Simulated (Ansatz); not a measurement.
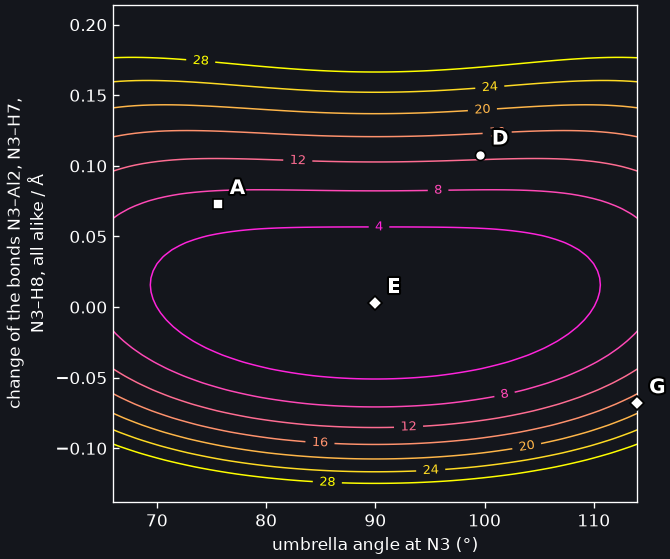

AlClH₄N₂, SMILES [NH2][Al]([NH2])[Cl]. First axis: umbrella angle at N3 (between each of its bonds and their common axis; 90 is planar). Second axis: change of the bonds N3–Al2, N3–H7, N3–H8, all alike. Nothing is relaxed (all other coordinates rigid). Grid: 11 × 11 points; 66 points were computed and 55 follow by symmetry. Points are written as (first, second). Energies: kcal/mol, counted from the relaxed molecule at the same level. These are results of Ansatz 0.2.0, RKS PBE0-D4/def2-TZVP, not measurements.

Drawn: contour lines labelled in kcal/mol (none above 28), lettered points. Between grid points the surface is interpolated.

### Is A the lowest point of the computed grid?

No. A lies 6.6 kcal/mol above the lowest grid point, which is at (90.0°, 0.003 Å).

### Rank the lettered points by energy, lowest first.

E (0.012 kcal/mol), A (6.6 kcal/mol), D (12.7 kcal/mol), G (17.8 kcal/mol).

### What kind of point is each of A, D, E: minimum, saddle, maximum or slope?

A: on a slope; D: on a slope; E: minimum. (In these two coordinates alone; a stationary point may lie a little off the grid point.)
